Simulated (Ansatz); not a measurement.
# CHFInSi (doublet): what the fields show

Input file:

```
crystal:
  periodic: [false, false, false]
  atoms:
    - {symbol: C, position_ang: [-0.059608, 3.486435, 0.093721]}
    - {symbol: F, position_ang: [-2.347690, 2.508295, 1.045418]}
    - {symbol: In, position_ang: [-0.616711, 3.926879, 2.184660]}
    - {symbol: Si, position_ang: [-1.423666, 2.515596, -0.401938]}
    - {symbol: H, position_ang: [0.845258, 3.821173, -0.425345]}
basis:
  gaussian:
    orbitals: def2-TZVPD
magnetization:
  spin_polarized: true
  initial_magnetization: 1
hamiltonian:
  xc: {name: PBE0}
output: {forces: true, orbitals: {seedname: orbitals}}
```

Command:

```sh
ansatz run input.yaml --threads 1 --pin off --max-ram 2610MiB --events-out events.jsonl --progress --plain --runs-dir runs
```

Geometry: PBE0-D3(BJ)/def2-SVP; core potentials replace the inner electrons of In.

Theory: isolated molecule in a Gaussian basis; Kohn-Sham density functional theory, functional PBE0 in Ansatz.

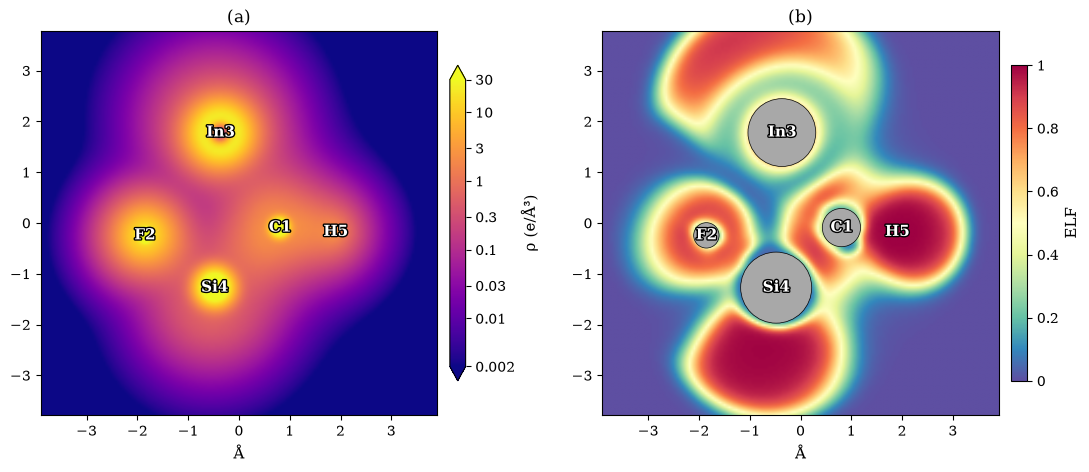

Figure 1. (a) electron density; (b) electron localisation function on the molecular plane. Grey discs cover the atomic cores in the ELF map.

What does the map show?

Answer.
- The section cuts through C, F, In, Si and H sites.
- Si–F (1.72 Å): ρ is about 0.87 e/Å³ halfway; the ELF peaks at about 0.85 in the valence shell of F, 0.5 Å from its nucleus, and is about 0.50 at the midpoint.
- C–Si (1.75 Å): ρ at the midpoint is about 1 e/Å³; the ELF peaks at about 0.90 between the atoms, as expected for a covalent bond.
- C–In (2.21 Å): the density is about 0.55 e/Å³ at the midpoint; the ELF peaks at about 0.80 in the valence shell of C, 0.7 Å from its nucleus, and drops to about 0.20 between the two atoms.
- In–Si (3.06 Å): the density is about 0.23 e/Å³ at the midpoint; the ELF is about 0.20 at the midpoint.
- C–H (1.10 Å): the density is about 2 e/Å³ at the midpoint; the ELF climbs to about 1 towards the hydrogen, as it does in any bond to H (an ordinary covalent bond to hydrogen).
- The ELF also peaks beside Si4 and F2, away from the bonds: non-bonding electrons, paired or unpaired.

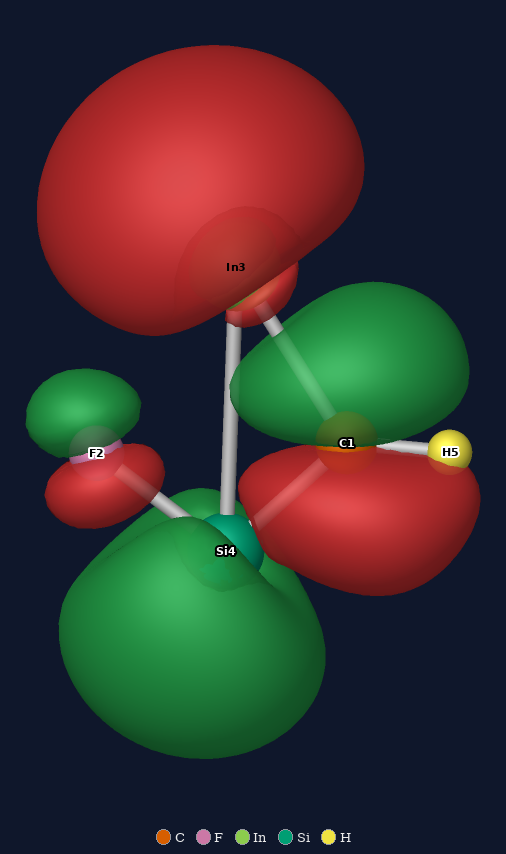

Figure 2. One frontier orbital at ±0.06 Å⁻³ᐟ² (green and red are the two phases), seen at a tilt.

Which orbital is it: HOMO (α) or LUMO (α)?

Answer. The HOMO (α), at −6.09 eV. By Hirshfeld shares it lies mainly on In3 (about 35 %), Si4 (about 30 %) and C1 (about 25 %); it is symmetric in the molecular plane (an in-plane orbital: σ, lone-pair or in-plane π type).

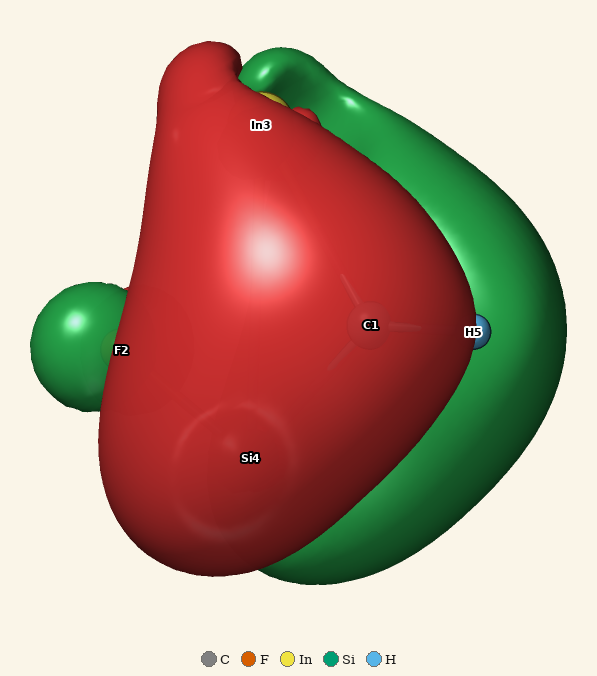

Figure 3. The HOMO−1 (α) at ±0.06 Å⁻³ᐟ² (green and red are the two phases), seen at a tilt.

Describe this orbital and give its energy.

Answer. It lies mainly on C1 (about 50 %), Si4 (about 30 %) and In3 (about 10 %); it changes sign across the molecular plane (π type); π-bonding across C1–Si4 and In3–Si4. Its energy is −6.58 eV.
